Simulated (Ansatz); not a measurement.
# Run report: GeH5ClO, geometry relaxation (part 2 of 2)

Continued. System: GeH5ClO. Method: RKS PBE/def2-SVP (Ansatz 0.2.0). It belongs to a series of runs on one base structure; here: end point A relaxed.

Geometry of the input (Å):
```
Ge -0.1416  0.1356  0.0585
O  -0.1570  0.0532  1.8365
H  -1.0569  0.1473  2.1938
H  1.3396  0.0758  -0.3601
H  -0.8837  1.4015  -0.4452
Cl -1.2463  -1.5490  -0.7866
H  1.1177  -2.1673  0.9052
H  1.0269  -1.7924  1.5130
```

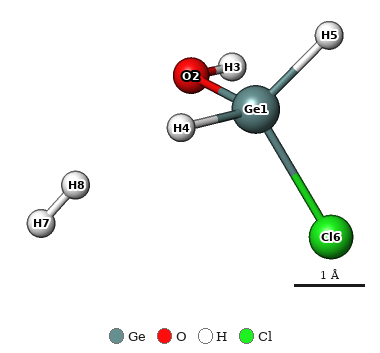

**Figure 1.** The geometry at step 13 of the log (ball-and-stick view, seen at a tilt; atoms are numbered from 1 in the order of the input).

Trajectory as extended XYZ, continued:
```
8
Properties=species:S:1:pos:R:3:forces:R:3 step=6 energy=-71141.28787
Ge   -0.2632    0.3347   -0.0547    0.0109  -0.0261   0.0292
O    -0.1803    0.1560    1.7280   -0.0354   0.0138  -0.0047
H    -1.0700    0.1164    2.1294    0.0389  -0.0005  -0.0257
H     1.2080    0.2534   -0.5051   -0.0037   0.0123  -0.0190
H    -1.0257    1.6193   -0.4771    0.0047  -0.0167   0.0265
Cl   -1.3764   -1.3445   -0.8959   -0.0116   0.0108  -0.0202
H     1.4919   -2.7109    1.2896   -0.0224   0.0599   0.0667
H     1.2144   -2.1199    1.7010    0.0186  -0.0536  -0.0528
8
Properties=species:S:1:pos:R:3:forces:R:3 step=7 energy=-71141.28979
Ge   -0.2757    0.3600   -0.0898   -0.0186   0.0467   0.0500
O    -0.1335    0.1179    1.6851   -0.0674  -0.0105  -0.0498
H    -1.0103    0.0431    2.1120    0.0808   0.0070  -0.0571
H     1.1820    0.3217   -0.5951   -0.0407  -0.0102   0.0046
H    -1.0671    1.6538   -0.4353    0.0374  -0.0515   0.0407
Cl   -1.4127   -1.2872   -0.9625    0.0149   0.0055  -0.0031
H     1.5362   -2.7765    1.4638   -0.2709   0.4934   0.2281
H     1.1798   -2.1283    1.7371    0.2644  -0.4804  -0.2136
8
Properties=species:S:1:pos:R:3:forces:R:3 step=8 energy=-71141.29860
Ge   -0.2853    0.3711   -0.1050    0.0275   0.0022   0.0359
O    -0.1082    0.0856    1.6596   -0.0769  -0.0016  -0.0272
H    -0.9764    0.0012    2.1015    0.0722   0.0078  -0.0463
H     1.1618    0.3349   -0.6375   -0.0243   0.0172   0.0011
H    -1.0775    1.6755   -0.4006    0.0177  -0.0531   0.0258
Cl   -1.4211   -1.2655   -0.9976   -0.0133   0.0205  -0.0024
H     1.5333   -2.7755    1.5390   -0.1085   0.1956   0.0866
H     1.1721   -2.1226    1.7558    0.1056  -0.1885  -0.0735
8
Properties=species:S:1:pos:R:3:forces:R:3 step=9 energy=-71141.29519 accepted=F
Ge   -0.2924    0.3788   -0.1168    0.2452   0.1373  -0.0630
O    -0.0498    0.0521    1.6323   -0.0360  -0.0264  -0.1668
H    -0.9230   -0.1141    2.0280   -0.1203  -0.0452   0.2700
H     1.1304    0.3555   -0.7006    0.0523   0.0266  -0.0445
H    -1.0820    1.6902   -0.3415   -0.0446   0.0406   0.0139
Cl   -1.4614   -1.2061   -1.0308   -0.1066  -0.1251  -0.0267
H     1.5322   -2.7556    1.6749   -0.0107  -0.0012   0.0131
H     1.1447   -2.0962    1.7698    0.0208  -0.0066   0.0041
8
Properties=species:S:1:pos:R:3:forces:R:3 step=10 energy=-71141.30144
Ge   -0.2756    0.3725   -0.1198   -0.0997   0.0413   0.0802
O    -0.0887    0.0545    1.6381    0.0131   0.0016  -0.0540
H    -0.9574   -0.0368    2.0752    0.0265  -0.0027  -0.0101
H     1.1635    0.3666   -0.6723   -0.0183  -0.0275  -0.0065
H    -1.0890    1.6708   -0.3699    0.0419   0.0018   0.0049
Cl   -1.4566   -1.2314   -1.0124    0.0375  -0.0153  -0.0290
H     1.5309   -2.7777    1.6105   -0.0061   0.0158   0.0209
H     1.1716   -2.1138    1.7658    0.0050  -0.0150  -0.0063
8
Properties=species:S:1:pos:R:3:forces:R:3 step=11 energy=-71141.30607
Ge   -0.2943    0.3889   -0.1371    0.0261   0.0111   0.0471
O    -0.0592    0.0209    1.6066   -0.0148   0.0121  -0.1044
H    -0.9198   -0.0928    2.0526   -0.0019  -0.0082   0.0450
H     1.1287    0.3862   -0.7297   -0.0061   0.0000   0.0043
H    -1.0945    1.7045   -0.3296   -0.0006  -0.0198   0.0038
Cl   -1.4736   -1.1983   -1.0598   -0.0053   0.0087  -0.0075
H     1.5384   -2.7886    1.7065   -0.0186   0.0338   0.0242
H     1.1729   -2.1163    1.8057    0.0211  -0.0377  -0.0124
8
Properties=species:S:1:pos:R:3:forces:R:3 step=12 energy=-71141.30932
Ge   -0.3093    0.4109   -0.1661    0.0206  -0.0010   0.1007
O    -0.0199   -0.0254    1.5581   -0.0633   0.0339  -0.1793
H    -0.8669   -0.1533    2.0274    0.0249  -0.0027   0.0235
H     1.0960    0.4309   -0.8023   -0.0243   0.0138   0.0218
H    -1.1225    1.7312   -0.2810    0.0344  -0.0592   0.0087
Cl   -1.5090   -1.1410   -1.1253    0.0038   0.0213   0.0148
H     1.5489   -2.8161    1.8479   -0.0859   0.1554   0.0182
H     1.1814   -2.1325    1.8565    0.0899  -0.1615  -0.0084
8
Properties=species:S:1:pos:R:3:forces:R:3 step=13 energy=-71141.31123
Ge   -0.3200    0.4225   -0.1850    0.0303  -0.0104   0.1396
O    -0.0032   -0.0492    1.5248   -0.0782   0.0370  -0.1532
H    -0.8406   -0.1746    2.0125    0.0407  -0.0015   0.0021
H     1.0793    0.4661   -0.8314   -0.0220  -0.0021  -0.0020
H    -1.1346    1.7435   -0.2582    0.0147  -0.0494  -0.0013
Cl   -1.5301   -1.1152   -1.1536    0.0128   0.0299   0.0057
H     1.5548   -2.8380    1.9263   -0.1149   0.2151  -0.0024
H     1.1931   -2.1506    1.8800    0.1165  -0.2185   0.0115
8
Properties=species:S:1:pos:R:3:forces:R:3 step=14 energy=-71141.31349
Ge   -0.3284    0.4401   -0.2004    0.0150  -0.0427   0.0953
O     0.0206   -0.0720    1.4894   -0.0754   0.0360  -0.1029
H    -0.8041   -0.2001    1.9981    0.0471   0.0026  -0.0183
H     1.0573    0.5013   -0.8724   -0.0083   0.0140   0.0051
H    -1.1613    1.7483   -0.2353    0.0225  -0.0031   0.0154
Cl   -1.5460   -1.0756   -1.1911   -0.0011  -0.0064  -0.0013
H     1.5572   -2.8620    2.0122   -0.1187   0.2248  -0.0220
H     1.2034   -2.1754    1.9147    0.1189  -0.2253   0.0286
8
Properties=species:S:1:pos:R:3:forces:R:3 step=15 energy=-71141.31602
Ge   -0.3434    0.4551   -0.2250    0.0369  -0.0185   0.0740
O     0.0489   -0.1063    1.4363   -0.0706   0.0152  -0.0199
H    -0.7579   -0.2360    1.9730    0.0570   0.0059  -0.0425
H     1.0278    0.5569   -0.9214   -0.0107  -0.0065  -0.0080
H    -1.1772    1.7618   -0.1936   -0.0096  -0.0022   0.0024
Cl   -1.5695   -1.0409   -1.2338   -0.0021   0.0043  -0.0086
H     1.5535   -2.8841    2.1176   -0.0923   0.1812  -0.0319
H     1.2164   -2.2018    1.9621    0.0913  -0.1793   0.0345
8
Properties=species:S:1:pos:R:3:forces:R:3 step=16 energy=-71141.31753
Ge   -0.3491    0.4666   -0.2389   -0.0001   0.0182   0.0163
O     0.0777   -0.1334    1.3982   -0.0510  -0.0039   0.0092
H    -0.7158   -0.2768    1.9509    0.0511   0.0105  -0.0469
H     1.0047    0.5920   -0.9665   -0.0191   0.0017   0.0168
H    -1.1966    1.7644   -0.1557    0.0220  -0.0180   0.0022
Cl   -1.5870   -1.0038   -1.2712   -0.0029  -0.0092   0.0002
H     1.5403   -2.8895    2.2060   -0.0582   0.1197  -0.0326
H     1.2245   -2.2151    1.9924    0.0582  -0.1190   0.0347
8
Properties=species:S:1:pos:R:3:forces:R:3 step=17 energy=-71141.31816
Ge   -0.3551    0.4754   -0.2484    0.0062  -0.0011   0.0111
O     0.0927   -0.1533    1.3714   -0.0318   0.0042   0.0153
H    -0.6934   -0.3072    1.9307    0.0314   0.0066  -0.0285
H     0.9906    0.6133   -0.9879   -0.0143   0.0057   0.0059
H    -1.1995    1.7726   -0.1320    0.0121  -0.0264  -0.0052
Cl   -1.5989   -0.9877   -1.2856   -0.0040   0.0116  -0.0008
H     1.5305   -2.8880    2.2593   -0.0355   0.0780  -0.0271
H     1.2318   -2.2205    2.0078    0.0359  -0.0786   0.0292
8
Properties=species:S:1:pos:R:3:forces:R:3 step=18 energy=-71141.31820
Ge   -0.3568    0.4782   -0.2578   -0.0335   0.0467  -0.0161
O     0.1104   -0.1654    1.3485   -0.0051  -0.0243   0.0259
H    -0.6696   -0.3352    1.9107    0.0108   0.0021  -0.0060
H     0.9803    0.6430   -1.0055   -0.0039  -0.0216  -0.0128
H    -1.2065    1.7681   -0.1173    0.0054  -0.0018   0.0043
Cl   -1.6208   -0.9639   -1.3012    0.0262  -0.0014   0.0031
H     1.5217   -2.8898    2.3123   -0.0221   0.0517  -0.0239
H     1.2400   -2.2304    2.0254    0.0221  -0.0514   0.0256
8
Properties=species:S:1:pos:R:3:forces:R:3 step=19 energy=-71141.31856
Ge   -0.3600    0.4832   -0.2578   -0.0013   0.0005  -0.0181
O     0.1124   -0.1696    1.3444   -0.0067  -0.0051   0.0022
H    -0.6658   -0.3405    1.9086    0.0033   0.0016  -0.0005
H     0.9728    0.6407   -1.0144    0.0016   0.0011   0.0023
H    -1.2073    1.7733   -0.1105   -0.0002  -0.0007   0.0053
Cl   -1.6168   -0.9598   -1.3080    0.0032   0.0023   0.0076
H     1.5213   -2.8904    2.3216   -0.0118   0.0286  -0.0135
H     1.2422   -2.2323    2.0313    0.0119  -0.0282   0.0147
```

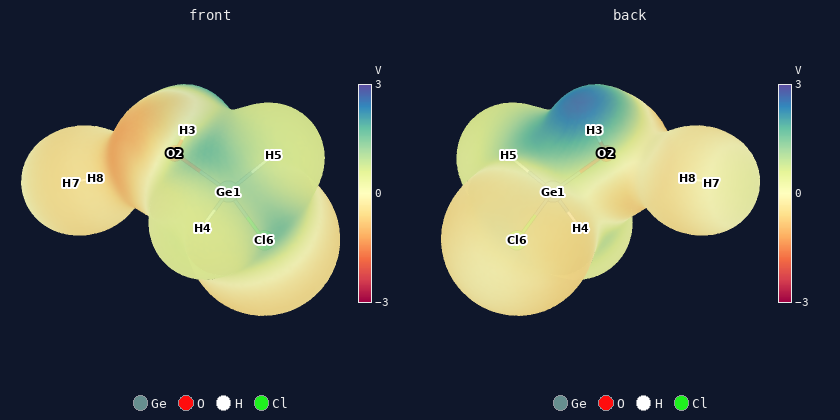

**Figure 2.** The molecular electrostatic potential painted on the density surface at 0.002 e/bohr³, seen at a tilt and from behind; the colour scale runs from red (negative) to blue (positive).

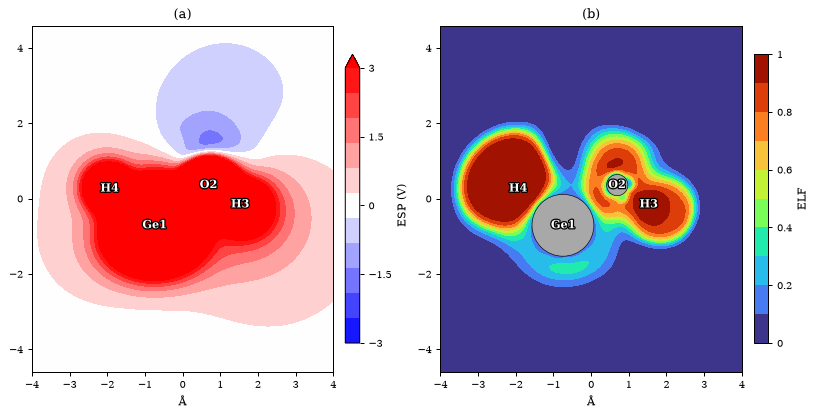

**Figure 3.** (a) electrostatic potential; (b) ELF on the plane of atoms O2, Ge1 and H4. Grey discs, where drawn, cover atomic cores. The section cuts through Ge, O and H sites. Ge–O (1.79 Å): the ELF peaks at about 0.85 in the valence shell of O, 0.6 Å from its nucleus, and is about 0.35 at the midpoint. O–H (0.98 Å): the ELF climbs to about 1 towards the hydrogen, as it does in any bond to H; a covalent bond by its length. Ge–H (1.54 Å): the ELF climbs to about 1 towards the hydrogen.

Key numbers:

```tsv
quantity	value
outcome	converged
total energy	−71141.3186 eV
mean-field energy	−71141.3186 eV
largest force (length of the vector) at the end	0.034 eV/Å
hardware	2 threads of Arm Neoverse V1, 24 GiB of memory available, shared host
wall time	29 s (CPU time 55 s)
peak memory	0.13 GiB
```
